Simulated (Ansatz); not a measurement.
**Sensitivity of the G0W0 gap of SiO2 (I-42d)**

Aim: change settings of a G0W0 run on SiO2 (I-42d) and see what moves.

Method: G0W0 on LDA, plane waves, PAW; PAW set soft_1, in Ansatz 0.2.0.

**1. Set-up**

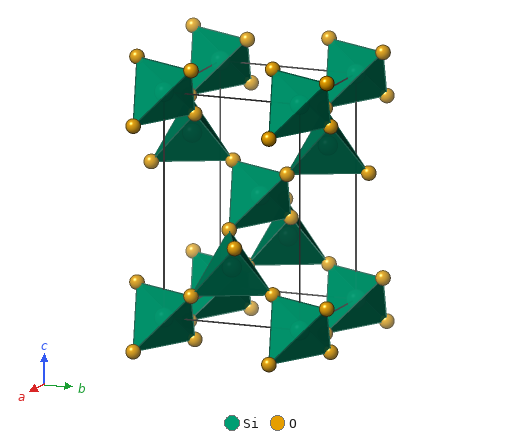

The starting structure, seen slightly off an axis (silicon teal, oxygen orange). This picture shows the conventional cell, with its axes. Some periodic images of atoms are drawn too.

The cell and positions come from the Crystallography Open Database and are kept as given unless a step says otherwise.

**2. The base run: 4×4×4 mesh, 191 empty bands, screening to 100 eV, PAW set soft_1 files**

G0W0 replaces the xc potential by the self-energy, built once from these orbitals. Only a window of levels is corrected, while the sums run over the empty bands that the input names. This step takes PAW set soft_1 files.

File input.yaml:

```yaml
crystal:
  lattice:
    - [-2.37405, 2.37405, 3.744]
    - [2.37405, -2.37405, 3.744]
    - [2.37405, 2.37405, -3.744]
  atoms:
    - { symbol: Si, position: [0.0, 0.0, 0.0] }
    - { symbol: Si, position: [0.75, 0.25, 0.5] }
    - { symbol: O, position: [0.99838, 0.625, 0.87338] }
    - { symbol: O, position: [0.375, 0.24838, 0.37338] }
    - { symbol: O, position: [0.75162, 0.125, 0.12662] }
    - { symbol: O, position: [0.875, 0.00162, 0.62662] }
kpoints:
  mp_grid: { grid: [4, 4, 4] }
hamiltonian:
  xc: lda
  pseudopotentials: { kind: paw, azcp: { folder: soft_1 }, xc_functional: pbe }
scf:
  occupations: { method: fixed }
gw:
  n_empty_bands: 191
  ecut_chi: 100
  qp_bands: [v2, c2]
  qp_kpoints: band_edges
  screening: { model: contour_deformation }
```

Command:

```console
ansatz run input.yaml --threads 3 --pin off --max-ram 92160MiB --backend cuda --events-out ev --progress --plain --runs-dir out --devices 1 --max-vram 13GiB
```

Numbers of over 12 decimals in the logs are rounded to 6 here.

The log of the run:

```text
GPUs: using 1 of 1 available (devices: 1).
Engine: ansatz 0.2.0, x86_64-unknown-linux-gnu
Pseudopotentials: kind: paw
Pseudopotential: Si, paw, valence charge 4, recommended cutoff 420 eV (normal), soft_1/Si.paw.azcp
Pseudopotential: O, paw, valence charge 6, recommended cutoff 420 eV (normal), soft_1/O.paw.azcp
Functional definition: SPW92
  exchange = slater_x
  correlation = pw_c
device memory: the entry about to start is reckoned to put 0.7 GiB on a device that reports 74.2 GiB free (of which the cap on the GPU budget leaves the run 13.0 GiB)
GPU FFT provider: cuFFT
GPU libraries: cuBLAS 13.8.2, cuFFT 12.4.0, cuSOLVER 12.3.4
Crystal: 6 atoms, lattice volume = 84.406 Å³
Basis set: ecut = 420 eV, 1637 PW (Γ)
Bands: 22, of which v1, the nominal top of the filled ones, is band 16 counted from 1 (15 counted from 0)
Symmetry: 8 space group operations
Space group: I-42d (ITA 122), of the structure as read, at distance tolerance 4.4e-5 Å
k-points: 13 of 64 (time reversal used)
Non-local potential: Si, projectors of the file, l = 0: 2, l = 1: 2, l = 2: 1
Non-local potential: O, projectors of the file, l = 0: 2, l = 1: 2, l = 2: 1
PAW form: soft (Blöchl's): semilocal exchange-correlation on the pseudo side does not see the compensation charge
PAW frozen core: Si, regenerated for the run's functional, and the local potential with it (the file was generated under x = pbe(κ = 0.804, μ = 0.219515), c = pbe(β = 0.066725))
PAW frozen core: O, regenerated for the run's functional, and the local potential with it (the file was generated under x = pbe(κ = 0.804, μ = 0.219515), c = pbe(β = 0.066725))
PAW one-centre angular grid: Si, 110 points (default); XC on 64 Gauss nodes
PAW one-centre angular grid: O, 110 points (default); XC on 64 Gauss nodes
Initial density: superposition of atomic densities (chi_scale 0.1, normalization cell, long waves kept (reshape's long-wave potential 0.00 eV rms))
Initial wavefunctions: pseudopotential atomic-orbital guess
GPU buffer pool allocated for 46656 grid points (all kernels)
GPU transforms: local potential and band sums: pruned to the plane-wave sphere, on 36×36×36
Functional: x = slater, c = lda
SCF iter   1: F=—  HF=-3448.427922 eV  |F-HF|=—  |Δ(HF+E_count)|=         —  Δρ=1.17e-1  dr2=1.03e1  ethr=3.10e-3  ⟨swp⟩=4.9  Hψ=1438  notcnv=0  defer=46
preconditioner: auto → none  [insulator: Δε(μ)=7.286 eV  Ē_g=17.696 eV  n_scr=14 (ndim 8)  ℏωp=22.9 eV  f_vac=0.102  ε∞_Penn≈2.7]
SCF iter   2: F=—  HF=-3445.778812 eV  |F-HF|=—  |Δ(HF+E_count)|=    2.65e0  Δρ=6.33e-2  dr2=1.49e0  ethr=3.10e-3  ⟨swp⟩=3.8  Hψ=829  notcnv=0  defer=39
SCF iter   3: F=—  HF=-3445.360403 eV  |F-HF|=—  |Δ(HF+E_count)|=   4.18e-1  Δρ=1.87e-2  dr2=1.33e-1  ethr=3.10e-3  ⟨swp⟩=2.1  Hψ=584  notcnv=0  defer=34
[...]
NSCF: frozen V_eff on 1 k-points
SCF converged after 7 iterations
Free energy (F): -3445.348639 eV
Harris-Foulkes:  -3445.348639 eV  (|F-HF|=1.23e-9)
Internal energy: -3445.348639 eV  (E = F + TS)
E sigma→0 (E₀):  -3445.348639 eV
Fermi energy:    0.804150 eV
--- Per-component energies (eV) ---
  E_band       = -181.124916
  E_kinetic    = 771.679104
  E_local      = -2183.365623  (includes V_loc(G=0)·N_el)
  E_nonlocal   = 263.896679
  E_hartree    = 807.171050
  E_xc         = -394.814693
  E_vxc        = -459.939560  (∫ρ·V_xc dr)
  E_paw        = -1581.774653  (= ΣΔE_a)
  E_vpaw       = -187.743168  (= ΣTr[D̂ρ^β])
  E_aug_tail   = 0.003432  (compensation charges beyond the density's cutoff)
  E_ewald      = -1128.700283
  E_core_change = 0.556347  (= ΣΔE_core)
  E_smearing   = -0.000000  (= −TS)
  E_closure    = 0.000000  (closes the sum)
  Σ components = -3445.348639   (vs F -3445.348639, Δ=0.00e0)
--- Band table (eV; the first three rows and the last of 13) ---
  k-point 0: bands = [... 12 lower, -0.5178, -0.2292, 0.8042, 0.8042, 6.6258, 9.2616, 11.9000, 11.9000, ... 2 higher]
  k-point 1: bands = [... 12 lower, -0.4708, 0.0545, 0.7064, 0.7072, 7.9333, 10.1317, 10.7480, 11.3260, ... 2 higher]
  k-point 2: bands = [... 12 lower, 0.0643, 0.0643, 0.5736, 0.5736, 10.0506, 10.0506, 10.7465, 10.7465, ... 2 higher]
  k-point 12: bands = [... 12 lower, -0.6973, -0.6973, 0.7013, 0.7013, 9.5984, 9.5984, 10.2797, 10.2797, ... 2 higher]
--- G₀W₀: contour deformation, 5 samples at zero and on the imaginary axis and 2 off it, 64 q-points, 191 empty bands' worth ---
  eigenvalues of the whole cell's RPA ε∞ on this k-mesh (on a slab, of 1 + 4πα/V) = 2.2599, 2.2599, 2.3227; static W/v taken at q = 0 is 0.438517
  bands read: the sum over 207 bands ends inside a degenerate multiplet in 5 slots, whose members it reads at an even weight; the widest, k=0: bands 207 to 208 (counted from 1) at 1/2 each
  gw.qp_kpoints: band_edges: 13 of 13 stored k-points solved, in 1 pass; an edge of the gap read off the rows below is read off those points alone
    ik  band        ε_KS         Σx   Σc(E_QP)       V_xc       Z   E_QP_lin       E_QP  E_QP is
     0    15      0.8042   -26.3250     4.2725   -20.5052  0.8045    -0.7640    -0.7431  root
     0    16      0.8042   -26.3250     4.2725   -20.5052  0.8045    -0.7640    -0.7431  root
     0    17      6.6258    -7.1530    -3.2984   -11.9672  0.8690     8.1539     8.1416  root
     0    18      9.2616    -5.5926    -3.7897   -11.2359  0.8627    11.1368    11.1151  root
     1    15      0.7064   -26.3900     4.2781   -20.5709  0.8042    -0.8553    -0.8345  root
     1    16      0.7072   -26.3254     4.2916   -20.4783  0.8040    -0.8696    -0.8483  root
     1    17      7.9333    -8.0014    -3.3459   -13.0466  0.8607     9.6496     9.6326  root
     1    18     10.1317    -6.0131    -3.9499   -11.9395  0.8569    12.1350    12.1082  root
[...]
12    15      0.7013   -26.4405     4.2848   -20.6274  0.8040    -0.8476    -0.8271  root
    12    16      0.7013   -26.4405     4.2848   -20.6274  0.8040    -0.8476    -0.8271  root
    12    17      9.5984    -7.4238    -3.4744   -12.7362  0.8556    11.4590    11.4364  root
    12    18      9.5984    -7.4238    -3.4744   -12.7362  0.8556    11.4590    11.4364  root
```

Wall time 11 s (1 × NVIDIA H100 80GB HBM3 (shared by 6 runs) with 3 threads of AMD EPYC 7R13 (Zen 3), shared host); peak memory 1.2 GiB.

Reading the cycles: dr2 is the Hartree energy of the density residual (eV), the measure of convergence; HF is the Harris–Foulkes estimate of the energy, which meets the free energy F at convergence.

Numbers from this step:

```
bands summed                                 : 207
RPA ε∞ on this mesh (eigenvalues)            : 2.260, 2.260, 2.323
plane waves in the screening matrix          : 179
q-points in the mesh                         : 64
G0W0 gap on the mesh                         : 8.885 eV
k of the valence top                         : 0, 0, 0
k of the conduction bottom                   : 0, 0, 0
starting gap on the mesh                     : 5.822 eV
Z at the valence top                         : 0.8045
Z at the conduction bottom                   : 0.8690
least direct G0W0 gap on the computed points : 8.885 eV
```

The gap on the mesh goes from 5.82 eV to 8.88 eV, a correction of +3.06 eV. Between the two edge states, bare exchange in place of the xc potential would open the gap by 10.63 eV, and correlation takes back 7.57 eV.

**3. Variant: all filled levels at the zone centre**

input.yaml: that of step 2 with these lines changed.

```diff
@@ -22,4 +22,4 @@
   ecut_chi: 100
-  qp_bands: [v2, c2]
-  qp_kpoints: band_edges
+  qp_bands: [lowest, c2]
+  qp_kpoints: [[0, 0, 0]]
   screening: { model: contour_deformation }
```

The log of the run:

```text
GPUs: using 1 of 1 available (devices: 1).
[...]
GPU FFT provider: cuFFT
GPU libraries: cuBLAS 13.8.2, cuFFT 12.4.0, cuSOLVER 12.3.4
Crystal: 6 atoms, lattice volume = 84.406 Å³
Basis set: ecut = 420 eV, 1637 PW (Γ)
Bands: 22, of which v1, the nominal top of the filled ones, is band 16 counted from 1 (15 counted from 0)
[... 1 set-up line as in the run before ...]
[...]
k-points: 13 of 64 (time reversal used)
[...]
GPU buffer pool allocated for 46656 grid points (all kernels)
[...]
SCF iter   1: F=—  HF=-3448.427922 eV  |F-HF|=—  |Δ(HF+E_count)|=         —  Δρ=1.17e-1  dr2=1.03e1  ethr=3.10e-3  ⟨swp⟩=4.9  Hψ=1438  notcnv=0  defer=46
[...]
SCF iter   7: F=-3445.348639 eV  HF=-3445.348639 eV  |F-HF|=1.23e-9  |Δ(HF+E_count)|=   1.99e-8  Δρ=2.25e-6  dr2=2.59e-9  ethr=3.13e-10  ⟨swp⟩=11.5  Hψ=1470  notcnv=0
SCF 1 converged in 7 iterations: F = -3445.348639 eV  dr2 = 2.59e-9
[...]
NSCF: frozen V_eff on 13 k-points, pencils in batches of 32, up to order 88
[...]
NSCF: frozen V_eff on 13 k-points
G₀W₀ screening: q 1/13
[... further progress lines ...]
[...]
SCF converged after 7 iterations
Free energy (F): -3445.348639 eV
[...]
Internal energy: -3445.348639 eV  (E = F + TS)
E sigma→0 (E₀):  -3445.348639 eV
Fermi energy:    0.804150 eV
[...]
--- Band table (eV; the first three rows and the last of 13) ---
  k-point 0: bands = [... 12 lower, -0.5178, -0.2292, 0.8042, 0.8042, 6.6258, 9.2616, 11.9000, 11.9000, ... 2 higher]
  k-point 1: bands = [... 12 lower, -0.4708, 0.0545, 0.7064, 0.7072, 7.9333, 10.1317, 10.7480, 11.3260, ... 2 higher]
  k-point 2: bands = [... 12 lower, 0.0643, 0.0643, 0.5736, 0.5736, 10.0506, 10.0506, 10.7465, 10.7465, ... 2 higher]
  k-point 12: bands = [... 12 lower, -0.6973, -0.6973, 0.7013, 0.7013, 9.5984, 9.5984, 10.2797, 10.2797, ... 2 higher]
[...]
`?` marks the rows in doubt; gw_qp.tsv's column doubts and the gw_qp event give each row's grounds
[...]
0     1    -18.0371   -32.3618     9.3702   -20.3272  0.7628   -20.8784   -20.7014  root ?
     0     2    -15.8485   -33.7837     9.0941   -21.9968  0.7264   -18.3998   -18.5413  root ?
     0     3    -15.8281   -33.8084     9.0880   -22.0008  0.7466   -18.3995   -18.5477  root ?
     0     4    -15.8281   -33.8084     9.0880   -22.0008  0.7466   -18.3995   -18.5477  root ?
     0     5     -8.0165   -25.7387     5.1495   -18.6080  0.7617   -10.0645    -9.9977  root
     0     6     -4.4926   -25.6122     4.5716   -19.1615  0.7911    -6.4177    -6.3717  root
     0     7     -4.4926   -25.6122     4.5716   -19.1615  0.7911    -6.4177    -6.3717  root
     0     8     -4.2226   -25.7260     4.6023   -19.2673  0.7904    -6.1239    -6.0790  root
     0     9     -1.6673   -24.9649     4.5624   -18.5628  0.7927    -3.5452    -3.5069  root
     0    10     -1.2242   -24.7811     4.5172   -18.4497  0.7946    -3.0749    -3.0384  root
     0    11     -0.5521   -25.8618     4.2336   -20.0329  0.8041    -2.1706    -2.1473  root
     0    12     -0.5521   -25.8618     4.2336   -20.0329  0.8041    -2.1706    -2.1473  root
     0    13     -0.5178   -25.9310     4.2548   -20.0762  0.8039    -2.1413    -2.1177  root
     0    14     -0.2292   -26.0761     4.3925   -19.9952  0.8003    -1.9450    -1.9175  root
     0    15      0.8042   -26.3250     4.2725   -20.5052  0.8045    -0.7640    -0.7431  root
     0    16      0.8042   -26.3250     4.2725   -20.5052  0.8045    -0.7640    -0.7431  root
     0    17      6.6258    -7.1530    -3.2984   -11.9672  0.8690     8.1539     8.1416  root
     0    18      9.2616    -5.5926    -3.7897   -11.2359  0.8627    11.1368    11.1151  root
```

Wall time 14 s (1 × NVIDIA H100 80GB HBM3 (shared by 6 runs) with 3 threads); peak memory 1.1 GiB.

Absolute levels on the run's own zero. QP, by row:

```csv
k index,band,KS (eV),Sigma_x (eV),Sigma_c (eV),Vxc (eV),Z,QP linearised (eV),QP (eV),source,doubts
0,1,-18.04,-32.36,9.37,-20.33,0.7628,-20.88,-20.7,root,energies_apart
0,2,-15.85,-33.78,9.094,-22,0.7264,-18.4,-18.54,root,energies_apart
0,3,-15.83,-33.81,9.088,-22,0.7466,-18.4,-18.55,root,energies_apart
0,4,-15.83,-33.81,9.088,-22,0.7466,-18.4,-18.55,root,energies_apart
0,5,-8.017,-25.74,5.149,-18.61,0.7617,-10.06,-9.998,root,
0,6,-4.493,-25.61,4.572,-19.16,0.7911,-6.418,-6.372,root,
0,7,-4.493,-25.61,4.572,-19.16,0.7911,-6.418,-6.372,root,
0,8,-4.223,-25.73,4.602,-19.27,0.7904,-6.124,-6.079,root,
0,9,-1.667,-24.96,4.562,-18.56,0.7927,-3.545,-3.507,root,
0,10,-1.224,-24.78,4.517,-18.45,0.7946,-3.075,-3.038,root,
0,11,-0.5521,-25.86,4.234,-20.03,0.8041,-2.171,-2.147,root,
0,12,-0.5521,-25.86,4.234,-20.03,0.8041,-2.171,-2.147,root,
0,13,-0.5178,-25.93,4.255,-20.08,0.8039,-2.141,-2.118,root,
0,14,-0.2292,-26.08,4.393,-20,0.8003,-1.945,-1.917,root,
0,15,0.8042,-26.32,4.272,-20.51,0.8045,-0.764,-0.7431,root,
0,16,0.8042,-26.32,4.272,-20.51,0.8045,-0.764,-0.7431,root,
0,17,6.626,-7.153,-3.298,-11.97,0.869,8.154,8.142,root,
0,18,9.262,-5.593,-3.79,-11.24,0.8627,11.14,11.12,root,
```

Against the base:

```csv
setting,base,variant
levels asked,v2 to c2,lowest to c2
points asked,band edges,"[[0, 0, 0]]"
```

**4. Variant: wavefunction cutoff**

input.yaml: that of step 3 with these lines changed.

```diff
@@ -22,4 +22,6 @@
   ecut_chi: 100
-  qp_bands: [lowest, c2]
-  qp_kpoints: [[0, 0, 0]]
+  qp_bands: [v2, c2]
+  qp_kpoints: band_edges
   screening: { model: contour_deformation }
+basis:
+  ecutwfc: 600
```

The log of the run:

```text
GPUs: using 1 of 1 available (devices: 1).
[...]
GPU FFT provider: cuFFT
GPU libraries: cuBLAS 13.8.2, cuFFT 12.4.0, cuSOLVER 12.3.4
Crystal: 6 atoms, lattice volume = 84.406 Å³
Basis set: ecut = 600 eV, 2823 PW (Γ)
Bands: 22, of which v1, the nominal top of the filled ones, is band 16 counted from 1 (15 counted from 0)
[... 1 set-up line as in the run before ...]
[...]
k-points: 13 of 64 (time reversal used)
[...]
GPU buffer pool allocated for 91125 grid points (all kernels)
[...]
SCF iter   1: F=—  HF=-3448.455021 eV  |F-HF|=—  |Δ(HF+E_count)|=         —  Δρ=1.17e-1  dr2=1.04e1  ethr=3.10e-3  ⟨swp⟩=4.9  Hψ=1441  notcnv=0  defer=46
[...]
SCF iter   7: F=-3445.373600 eV  HF=-3445.373600 eV  |F-HF|=1.09e-9  |Δ(HF+E_count)|=   5.86e-8  Δρ=2.50e-6  dr2=2.53e-9  ethr=3.13e-10  ⟨swp⟩=11.9  Hψ=1453  notcnv=0
SCF 1 converged in 7 iterations: F = -3445.373600 eV  dr2 = 2.53e-9
[...]
G₀W₀ screening: q 1/13
[... further progress lines ...]
[...]
SCF converged after 7 iterations
Free energy (F): -3445.373600 eV
[...]
Internal energy: -3445.373600 eV  (E = F + TS)
E sigma→0 (E₀):  -3445.373600 eV
Fermi energy:    0.804141 eV
[...]
--- Band table (eV; the first three rows and the last of 13) ---
  k-point 0: bands = [... 12 lower, -0.5177, -0.2296, 0.8041, 0.8041, 6.6264, 9.2611, 11.8997, 11.8997, ... 2 higher]
  k-point 1: bands = [... 12 lower, -0.4710, 0.0544, 0.7064, 0.7071, 7.9340, 10.1312, 10.7476, 11.3258, ... 2 higher]
  k-point 2: bands = [... 12 lower, 0.0641, 0.0641, 0.5735, 0.5735, 10.0509, 10.0509, 10.7462, 10.7462, ... 2 higher]
  k-point 12: bands = [... 12 lower, -0.6974, -0.6974, 0.7013, 0.7013, 9.5988, 9.5988, 10.2798, 10.2798, ... 2 higher]
[...]
0    15      0.8041   -26.3253     4.2714   -20.5073  0.8045    -0.7633    -0.7424  root
     0    16      0.8041   -26.3253     4.2714   -20.5073  0.8045    -0.7633    -0.7424  root
     0    17      6.6264    -7.1523    -3.2983   -11.9662  0.8690     8.1544     8.1420  root
     0    18      9.2611    -5.5926    -3.7900   -11.2360  0.8627    11.1361    11.1144  root
     1    15      0.7064   -26.3905     4.2770   -20.5733  0.8042    -0.8545    -0.8338  root
     1    16      0.7071   -26.3258     4.2905   -20.4804  0.8040    -0.8690    -0.8477  root
     1    17      7.9340    -8.0008    -3.3459   -13.0458  0.8607     9.6500     9.6330  root
     1    18     10.1312    -6.0133    -3.9502   -11.9398  0.8569    12.1342    12.1074  root
[...]
12    15      0.7013   -26.4407     4.2837   -20.6292  0.8040    -0.8470    -0.8265  root
    12    16      0.7013   -26.4407     4.2837   -20.6292  0.8040    -0.8470    -0.8265  root
    12    17      9.5988    -7.4233    -3.4747   -12.7358  0.8556    11.4592    11.4366  root
    12    18      9.5988    -7.4233    -3.4747   -12.7358  0.8556    11.4592    11.4366  root
```

It took 12 s on 1 × NVIDIA H100 80GB HBM3 (shared by 6 runs) with 3 threads; peak memory 1.2 GiB.

The G0W0 gap on the mesh is 8.884 eV.

Against the base:

```csv
setting,base,variant
typed cutoff,-,600
```

```csv
quantity,variant,base
starting gap on the mesh,5.822,5.822
G0W0 gap on the mesh,8.884,8.885
least direct G0W0 gap on the computed points,8.884,8.885
Z at the valence top,0.804,0.804
Z at the conduction bottom,0.869,0.869
```

**5. Results**

- base: 8.88 eV, 11 s
- all filled levels at the zone centre: direct gap at the listed points 8.88 eV, 14 s
- wavefunction cutoff: 8.88 eV, 12 s

**Reading.** All filled levels at the zone centre: only the listed points were computed; the least direct gap there is 8.88 eV, with levels asked and points asked changed against the base. Wavefunction cutoff: the gap moves by −0.0002 eV (the plane-wave cutoff goes from 420 to 600 eV). All runs here use a coarse mesh and modest cutoffs; they test settings and are not final values.

[Paths, hosts, dates, memory and timing lines, banners, echoed tables and standing remarks are left out of the program output.]

[Logs are printed without paths, hosts, clocks, repeated set-up lines and the standing remarks that a program may print on its own settings, such as how far it seeks lower states.]

[Runs of the session that timed out or met a known fault of the program may be left out.]

[Cells called generated may have been cut or substituted from an entry of the Crystallography Open Database or the Materials Project.]

[Hosts, paths, dates, database ids (printed as entryN), source tags and the programs' standing remarks are cut or masked in the printed files.]
